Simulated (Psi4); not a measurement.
# CH4BO (SMILES [BH]OC): UB3LYP/aug-cc-pVDZ (sweep point 4)

What is the vertical doublet–quartet gap of CH4BO at UB3LYP/aug-cc-pVDZ (sweep point 4)? 

The calculation is run with Psi4 1.11.

4 further runs of the same task are left out: 4 set aside as unsound or not needed.

## (1) The molecule

CH4BO: 7 atoms, total charge 0, spin state doublet. SMILES: `[BH]OC`. The shape is that of a PBE0-D4/def2-TZVP optimisation. This is one conformer, not always the lowest.

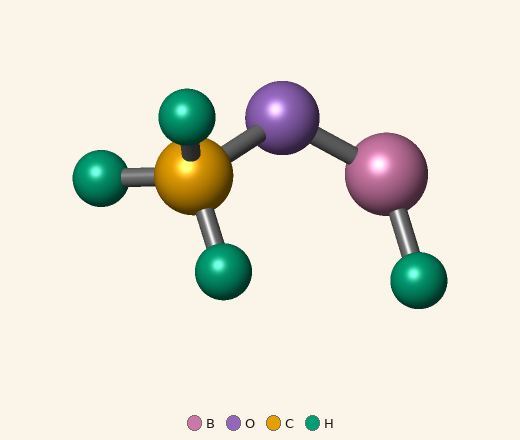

Viewed from a chosen angle; boron pink, oxygen purple, carbon amber, hydrogen teal.

## (2) The energy at UB3LYP/aug-cc-pVDZ (sweep point 4)

The input, job.in:

```
memory 1600 mb

molecule system {
  0 2
  B     -1.319600    -1.025700    -0.172900
  O     -0.272400    -0.707100     0.564500
  C      0.642200     0.338600     0.243900
  H     -1.628500    -0.474200    -1.201600
  H      0.357800     0.834000    -0.687600
  H      0.643000     1.059300     1.062300
  H      1.638900    -0.092800     0.145600
  symmetry c1
}

set {
  reference uks
  puream true
  scf_type pk
  dft_radial_points 99
  dft_spherical_points 590
  d_convergence 1e-05
  e_convergence 1e-05
  maxiter 150
}

e = energy("b3lyp/aug-cc-pVDZ")
print_variables()
```

On the command line:

```bash
psi4 -n 1 job.in job.out
```

job.out:

```text
[...]
  Running in c1 symmetry.
[...]
  Nuclear repulsion =   64.636182110939899
[...]
  Multiplicity = 2
[...]
  Nalpha       = 12
  Nbeta        = 11
[...]
    Number of basis functions: 105
[...]
   @UKS iter   1:  -140.29984569218058   -4.12865e-01   6.86797e-03 DIIS/ADIIS
[...]
   @UKS iter   7:  -140.55258876854188   -4.21822e-06   3.86288e-06 DIIS
[...]
   @S^2 Observed:                7.521178162E-01
[...]
    Orbital Energies [Eh]
    ---------------------
    Alpha Occupied:
       1A    -19.189238     2A    -10.253606     3A     -6.794626
       4A     -1.067407     5A     -0.726166     6A     -0.551949
       7A     -0.487453     8A     -0.479395     9A     -0.424100
      10A     -0.357103    11A     -0.347661    12A     -0.191995
    Alpha Virtual:
      13A     -0.031317    14A     -0.010148    15A      0.017069
      16A      0.022743    17A      0.026061    18A      0.033442
      19A      0.046719    20A      0.056955    21A      0.069084
      22A      0.086432    23A      0.097587    24A      0.101263
      25A      0.114675    26A      0.137458    27A      0.138597
[...]
  @UKS Final Energy:  -140.55258876854188
   => Energetics <=
    Nuclear Repulsion Energy =             64.6361821109398988
    One-Electron Energy =                -317.5141726269563947
    Two-Electron Energy =                 128.1364683490920413
    DFT Exchange-Correlation Energy =     -15.8110666016174211
    Empirical Dispersion Energy =           0.0000000000000000
    VV10 Nonlocal Energy =                  0.0000000000000000
    Total Energy =                       -140.5525887685418809
[...]
 Multipole Moments:
 ------------------------------------------------------------------------------------
     Multipole            Electronic (a.u.)      Nuclear  (a.u.)        Total (a.u.)
 ------------------------------------------------------------------------------------
 L = 1.  Multiply by 2.5417464519 to convert [e a0] to [Debye]
 Dipole X            :         -2.2482516            2.8663415            0.6180900
 Dipole Y            :         -2.6650238            3.3377730            0.6727492
 Dipole Z            :          0.9066978           -1.0806841           -0.1739863
 Magnitude           :                                                    0.9299989
[...]
```

It took 26 s on 1 thread of Intel Xeon Platinum 8375C at 2.90GHz (Ice Lake), shared host; peak memory 0.68 GiB.

## (3) The quartet at the same level

The input, job.dat:

```
memory 1.6 GB

molecule system {
  0 4
  B     -1.319600    -1.025700    -0.172900
  O     -0.272400    -0.707100     0.564500
  C      0.642200     0.338600     0.243900
  H     -1.628500    -0.474200    -1.201600
  H      0.357800     0.834000    -0.687600
  H      0.643000     1.059300     1.062300
  H      1.638900    -0.092800     0.145600
  symmetry c1
}

set globals {
  reference            uks
  puream               true
  scf_type             pk
  dft_radial_points    99
  dft_spherical_points 590
  d_convergence        1e-05
  e_convergence        1e-05
  maxiter              150
}

E, wfn = energy('b3lyp/aug-cc-pVDZ', return_wfn=True)
```

On the command line:

```bash
psi4 job.dat job.out -n 1
```

job.out:

```text
[...]
  Running in c1 symmetry.
[...]
  Nuclear repulsion =   64.636182110939899
[...]
  Multiplicity = 4
[...]
  Nalpha       = 13
  Nbeta        = 10
[...]
    Number of basis functions: 105
[...]
   @UKS iter   1:  -140.08910820571415   -2.02128e-01   5.29961e-03 DIIS/ADIIS
[...]
   @UKS iter   9:  -140.29647397377357   -2.34566e-06   3.66785e-06 DIIS
[...]
   @S^2 Observed:                3.755396395E+00
[...]
    Orbital Energies [Eh]
    ---------------------
    Alpha Occupied:
       1A    -19.332146     2A    -10.325827     3A     -6.743086
       4A     -1.193414     5A     -0.810915     6A     -0.635014
       7A     -0.602113     8A     -0.570468     9A     -0.473225
      10A     -0.454494    11A     -0.380567    12A     -0.173460
      13A     -0.104938
    Alpha Virtual:
      14A     -0.035757    15A     -0.006496    16A      0.002530
      17A      0.012228    18A      0.033600    19A      0.044476
      20A      0.047092    21A      0.056308    22A      0.074116
      23A      0.076227    24A      0.077735    25A      0.101228
[...]
  @UKS Final Energy:  -140.29647397377357
   => Energetics <=
    Nuclear Repulsion Energy =             64.6361821109398988
    One-Electron Energy =                -315.9824191734671786
    Two-Electron Energy =                 126.8075722704501089
    DFT Exchange-Correlation Energy =     -15.7578091816964001
    Empirical Dispersion Energy =           0.0000000000000000
    VV10 Nonlocal Energy =                  0.0000000000000000
    Total Energy =                       -140.2964739737735727
[...]
 Multipole Moments:
 ------------------------------------------------------------------------------------
     Multipole            Electronic (a.u.)      Nuclear  (a.u.)        Total (a.u.)
 ------------------------------------------------------------------------------------
 L = 1.  Multiply by 2.5417464519 to convert [e a0] to [Debye]
 Dipole X            :         -0.7396458            2.8663415            2.1266957
 Dipole Y            :         -1.9783223            3.3377730            1.3594507
 Dipole Z            :          1.6907833           -1.0806841            0.6100991
 Magnitude           :                                                    2.5967599
[...]
```

Wall time 32 s (1 thread of Intel Xeon Platinum 8375C at 2.90GHz (Ice Lake), shared host); peak memory 0.68 GiB.

## (4) Summary of results

At UB3LYP/aug-cc-pVDZ (sweep point 4):

```
                                        quantity          value
                           doublet: total energy  -140.55259 Eh
                          doublet: dipole moment         2.36 D
     doublet: HOMO energy (highest over α and β)       -5.22 eV
      doublet: LUMO energy (lowest over α and β)       -1.49 eV
                                   doublet: ⟨S²⟩          0.752
                           quartet: total energy  -140.29647 Eh
                          quartet: dipole moment         6.60 D
     quartet: HOMO energy (highest over α and β)       -2.86 eV
                                   quartet: ⟨S²⟩          3.755
vertical energy of the quartet above the doublet       6.969 eV
```

In words: At this shape the quartet lies 6.97 eV (161 kcal/mol) above the doublet.
